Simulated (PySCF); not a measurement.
Molecule: Al(Me)(OMe)(OiPr), SMILES [O]([Al]([CH3])[O]C(C)C)C. Atoms near the plane z = 0.8 Å, at the GFN2-xTB optimised geometry (x, y, z in Å): Al1 (0.2, -0.9, 0.0), C2 (-0.7, -2.7, 0.1), H4 (-1.7, -2.6, -0.2), H5 (-0.6, -3.1, 1.1), O6 (1.9, -0.9, 0.0), C7 (3.3, -0.8, 0.0), H8 (3.7, -1.3, 0.9), H10 (3.6, 0.2, 0.0), O11 (-0.7, 0.5, 0.0), C12 (-1.6, 1.6, -0.1), H15 (-1.6, 2.1, 0.8), H18 (-3.3, 0.4, 0.3).

Computed with CAM-B3LYP/def2-SVP in PySCF. The values are rescaled to run from 0 to 1.

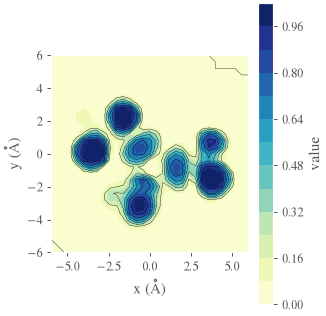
Fig. 1. a field on the plane z = 0.8 Å.

Which quantity is mapped?
(A) electron localisation function
(B) an orbital amplitude
(C) deformation density (molecule minus spherical neutral atoms)
(D) electrostatic potential

A, electron localisation function
